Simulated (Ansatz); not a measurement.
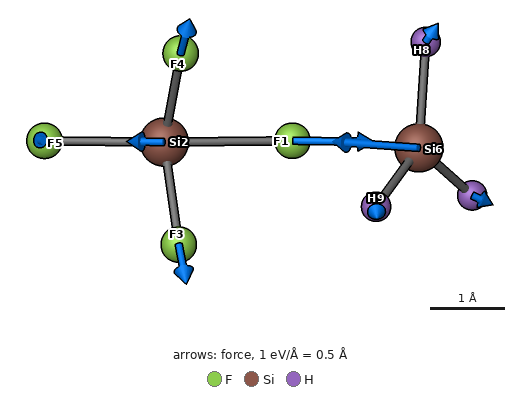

Starting geometry of Si₂H₃F₄ (multiplicity 2) with the computed forces as blue arrows. Style: ball-and-stick. Shown face on.

The reaction that was planned forms F1–Si6 and breaks F1–Si2 (atoms numbered from 1 in input order).

These are results of UKS PBE0-D4/def2-SVP (Ansatz), not measurements.

The input:
```yaml
crystal:
  periodic: [false, false, false]
  atoms:
    - {symbol: F, position_ang: [0.679500, -0.539400, -0.056300]}
    - {symbol: Si, position_ang: [0.772500, 0.612500, -1.399800]}
    - {symbol: F, position_ang: [-0.692200, 0.152500, -1.837200]}
    - {symbol: F, position_ang: [0.670700, 1.793600, -0.331400]}
    - {symbol: F, position_ang: [1.117200, 1.522700, -2.703800]}
    - {symbol: Si, position_ang: [-0.602200, -0.868400, 1.529300]}
    - {symbol: H, position_ang: [-0.311100, -2.289500, 1.519200]}
    - {symbol: H, position_ang: [0.148000, -0.010900, 2.424000]}
    - {symbol: H, position_ang: [-1.782500, -0.373000, 0.855900]}
basis:
  gaussian: {orbitals: def2-SVP}
magnetization: {spin_polarized: true, initial_magnetization: 1}
hamiltonian: {xc: pbe0, dispersion: d4}
relax: {f_tol: 0.04, max_steps: 150, escape_saddle: false, constraints: [{distance: [0, 5]}, {distance: [0, 1]}]}
```

Command:
```bash
ansatz run in.yaml --threads 4 --pin off --events-out ev --progress --plain --max-ram 63488MiB --backend cpu
```

### What follows when this structure is relaxed?

It isn't relaxed: the largest force vector, on Si6, is 2.85 eV/Å. The final displacements have little in common with the starting forces (cosine between the two patterns −0.08). The energy falls by 63.9 kJ/mol in 24 accepted moves (25 points after the start). The largest force component goes from 1.3 to 0.035 eV/Å. The line search rejected the trial step at point 22 of the run. The largest move after the best rigid fit is that of F4, 1.50 Å. By element the largest moves are F 1.50 Å, H 1.07 Å, Si 0.65 Å. Some distances before and after: F4–Si6 3.488 → 1.774 Å, Si2–Si6 3.558 → 3.031 Å, Si2–F4 1.596 → 1.894 Å, Si6–H9 1.446 → 1.495 Å. New bonds form: F4–Si6 (3.49 → 1.77 Å). Among the angles between lasting bonds that change: F1–Si2–F5 169.2° → 152.7°, F1–Si2–F4 88.3° → 74.2°, F3–Si2–F4 109.8° → 95.7°.
